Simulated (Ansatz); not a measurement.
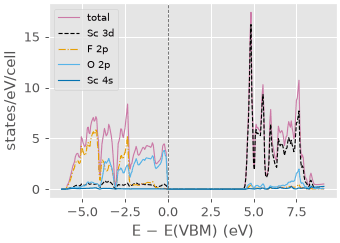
Figure. Total and projected density of states of ScOF in space group P4/nmm (No. 129; Sc on 2c, O on 2b, F on 2a), LDA in the plane-wave PAW code Ansatz

Which orbitals carry the states next to the gap?

Top 1 eV of the valence band: O 2p 82 %, Sc 3d 10 %, F 2p 6 %. Bottom 1 eV of the conduction band: Sc 3d 92 %. Projections are on Löwdin-orthogonalised atomic valence shells; empty p or d shells of many metals are not among them.

Where is the tallest occupied peak in this window, and what makes it?

Near -2.4 eV, about 8.4 states/eV per cell; the largest projected share is F 2p.

The first step of the workflow began from a Materials Project structure, measured or hypothetical; the Crystallography Open Database copy checked does not list it. Whether it is the stable phase at ambient conditions was not checked. The cell was relaxed with LDA under the symmetry of its start. At this level the phase is dynamically unstable (imaginary phonons). The run is not spin-polarised.

Potentials: the later of the program's two PAW sets.
